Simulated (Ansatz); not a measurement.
WSe₂ (2H-MoS2 type, space group P6_3/mmc)

```
WSe2
1.0
    3.29989     0.00000     0.00000
   -1.64994     2.85779     0.00000
    0.00000     0.00000    13.15129
W Se
2 4
Cartesian
  0.00000   1.90519   3.28782
  1.64994   0.95260   9.86347
  0.00000   1.90519   8.19802
  1.64994   0.95260   1.62237
  1.64994   0.95260   4.95328
  0.00000   1.90519  11.52892
```

Scan: atom 1 (W, nearest neighbour Se at 2.531 Å; its periodic images, 3.3 Å or more away, move with it) is displaced along Cartesian [110], direction (0.707, 0.707, 0.000) in Cartesian axes, by s. The other atoms stay.

Calculation: r2SCAN+rVV10 (plane waves to 500 eV, PAW, scalar-relativistic; Ansatz, a program for electronic structure). k mesh 9×9×2 (Γ-centred), Fermi-Dirac smearing 0.05 eV. The energy includes the smearing's −TS. As the smearing reaches across the gap at some points, energies and forces of such displacements shift with the k mesh and the smearing. Spin-orbit coupling is left out, though W is heavy. WSe2 is run without spin polarisation. WSe2 was relaxed with its symmetry unable to fall. ΔE is measured from the undisplaced structure.

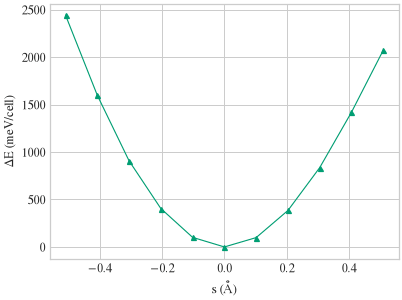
ΔE (meV/cell) against s (Å); one marker a computed point.

### Question
Is the energy the same for displacements of ±0.510 Å, and if not, which side lies higher?

### Answer
Not even: the negative side lies higher at ±0.510 Å.

### Question
What is the energy change at s = 0.510 Å?

### Answer
About 2100 meV/cell.

(A displaced cell: forces are minus the slopes of the energy, force constants its curvatures, and phonons follow from these.)
